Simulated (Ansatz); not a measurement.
CH₅BrInN (SMILES [CH3][In]([NH2])[Br])

Input file:

```
crystal:
  periodic: [false, false, false]
  atoms:
    - {symbol: C, position_ang: [-0.033198, 1.492210, -0.911751]}
    - {symbol: In, position_ang: [-0.372928, -0.323481, 0.144671]}
    - {symbol: N, position_ang: [0.877696, -1.687939, 0.913565]}
    - {symbol: Br, position_ang: [-2.717884, -1.136661, 0.374932]}
    - {symbol: H, position_ang: [-0.484037, 1.411961, -1.900923]}
    - {symbol: H, position_ang: [-0.513249, 2.309786, -0.373735]}
    - {symbol: H, position_ang: [1.033037, 1.693270, -1.008401]}
    - {symbol: H, position_ang: [1.806911, -1.426964, 1.205102]}
    - {symbol: H, position_ang: [0.491951, -2.378580, 1.539441]}
basis:
  gaussian: {orbitals: def2-TZVPP}
hamiltonian: {xc: pbe0, dispersion: d4}
output: {orbitals: {seedname: orbitals}}
```

Run with:

```sh
ansatz run in.yaml --threads 4 --pin off --events-out ev --progress --plain --max-ram 10444MiB
```

Geometry: PBE0-D4/def2-TZVP; core potentials replace the inner electrons of In.

Computed with RKS PBE0-D4/def2-TZVPP (Ansatz).

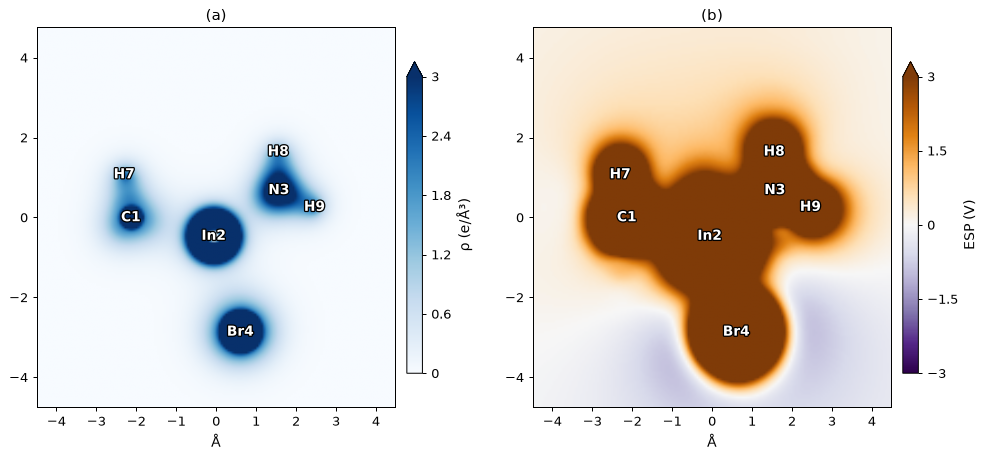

Figure 1. (a) electron density; (b) molecular electrostatic potential on the plane of atoms C1, In2 and Br4.

Q: Describe what can be read from this map.

A:
- Atoms in the plane: C, In, N, Br and H.
- In–N (2.00 Å): the density is about 0.81 e/Å³ at the midpoint.
- C–In (2.13 Å): ρ at the midpoint is about 0.71 e/Å³.
- In–Br (2.49 Å): the density is about 0.5 e/Å³ at the midpoint.
- N–H (1.01 Å): the density is about 2.9 e/Å³ at the midpoint.
- C–H (1.09 Å): the density is about 2 e/Å³ at the midpoint.
- Outside the dense part of the molecule the potential is most negative (−0.9 V) near Br4.

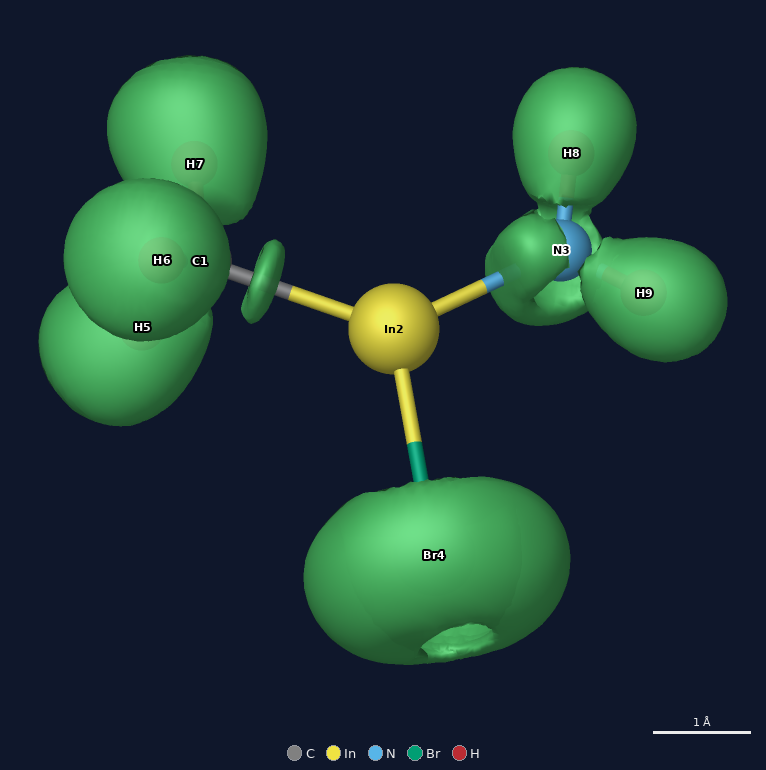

Figure 2. Isosurface of the electron localisation function at 0.8 (green), seen at a tilt. Core shells and regions of very low density are left out.

Q: Where are the electrons localised?

A: The ELF exceeds this value in three regions around hydrogen nuclei, one lobe of the valence shell of C pointing towards In (polar bonds), one ring or bowl of non-bonding electrons around Br and one joined region spread over several atoms (H, N), in which their bonds and any lone pairs are merged. Profiles from the grid: In–N (2.00 Å): the ELF peaks at about 0.85 in the valence shell of N, 0.6 Å from its nucleus, and drops to about 0.15 between the two atoms. C–In (2.13 Å): the ELF peaks at about 0.90 in the valence shell of C, 0.7 Å from its nucleus, and drops to about 0.20 between the two atoms.

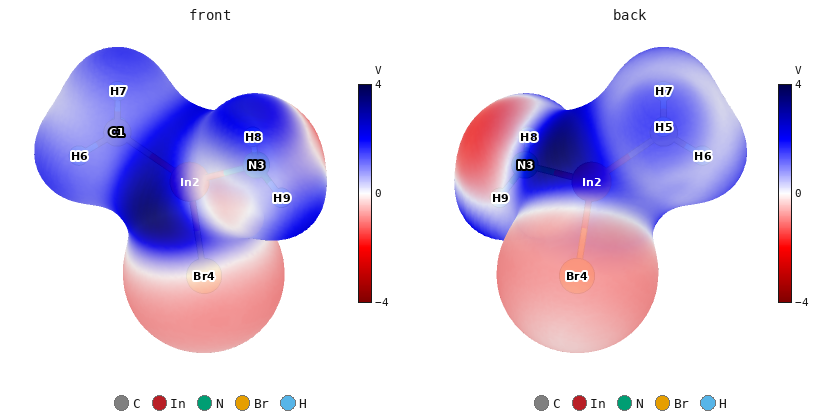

Figure 3. The molecular electrostatic potential painted on the density surface at 0.004 e/bohr³, seen from the front and from behind; red is negative and blue positive.

Q: Where is the surface potential most negative and most positive?

A: The most negative region (about −1.5 V, or −35 kcal/mol for a unit charge) lies over N3, the most positive (about +3.7 V, or +85 kcal/mol for a unit charge) over In2. N3 is the likeliest acceptor of a hydrogen bond.
